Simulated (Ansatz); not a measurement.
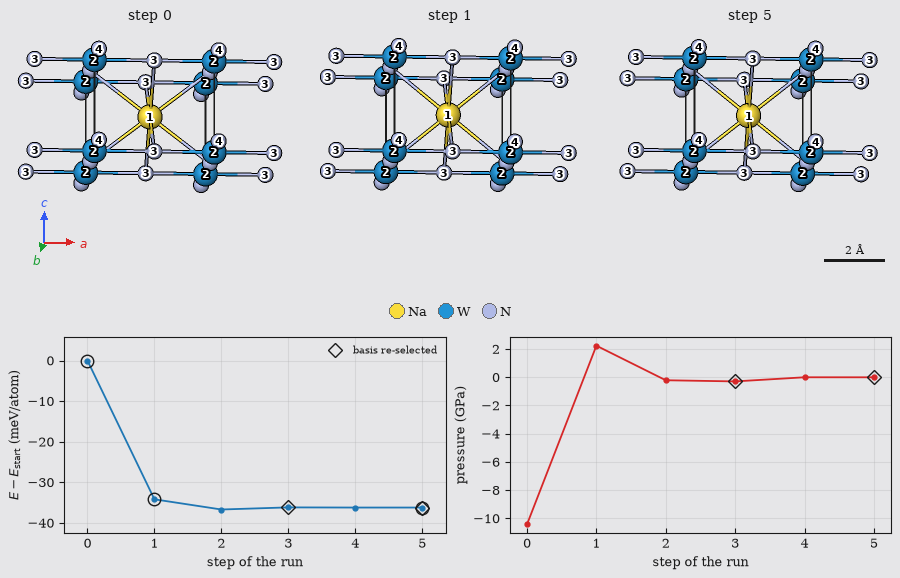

Frames of a relaxation of a crystal of NaWN₂ (a generated structure, set up in P4/mmm) (coarse preliminary run), marked on the history of the run. Style: ball-and-stick. Shown: the cell of the calculation, from a free direction.

These are results of Ansatz 0.2.0, DFT PBE, scalar-relativistic, plane waves, PAW, not measurements.

Input file:
```yaml
crystal:
  lattice:
    - [4.059, 0.0, 0.0]
    - [0.0, 4.059, 0.0]
    - [0.0, 0.0, 3.12642272]
  atoms:
    - { symbol: Na, position: [0.5, 0.5, 0.5] }
    - { symbol: W, position: [0.0, 0.0, 0.0] }
    - { symbol: "N", position: [0.5, 0.0, 0.0] }
    - { symbol: "N", position: [0.0, 0.5, 0.0] }
basis:
  ecutwfc: 420
kpoints:
  mp_grid: { grid: [4, 4, 6] }
hamiltonian:
  xc: pbe
scf:
  occupations: { method: gaussian, width: 0.1 }
  lower_state_search: "off"
output:
  forces: true
  stress: true
  eigenvalues: true
relax:
  adjacent_minimum: "off"
  f_tol: 0.04
  max_steps: 70
  cell: { stress_tol: 0.4 }
```

Run as
```bash
ansatz run input.yaml --threads 1 --pin off --max-ram 2048MiB --backend cpu --events-out ev --progress --plain --runs-dir out
```

Describe the path.

Answer. No atom moves by more than 0.005 Å relative to the cell. The drawn cell changes as follows: a = b 4.059 → 3.957 Å (−2.5 %), c 3.126 → 3.193 Å (+2.1 %); the volume changes by −2.9 %. Among the contacts that change: Na1–Na1 3.126 → 3.193 Å, W2–W2 3.126 → 3.193 Å, W2–N3 2.030 → 1.979 Å, Na1–W2 3.268 → 3.222 Å. Bond angles that change, for instance: Na1–N3–Na1 75.2° → 77.8°, Na1–N3–Na1 104.8° → 102.2°. The space group stays P4/mmm (No. 123). After 3 accepted moves (5 points after the start) the energy has fallen by 36.2 meV per atom. All forces vanish by symmetry, so only the cell relaxes. Pressure: −10.42 GPa at the start and 0.00 GPa at the end. The SCF was repeated twice at an unchanged geometry on a basis and grid sized afresh for the cell, which shifted the energy by 0.5 meV per atom at most. From step 0 to 1: volume −2.8 %, energy −34.2 meV per atom. From step 1 to 5: volume −0.1 %, energy −2.0 meV per atom.

Limits of the set-up: the k-point mesh is coarse for a cell with partly filled bands.
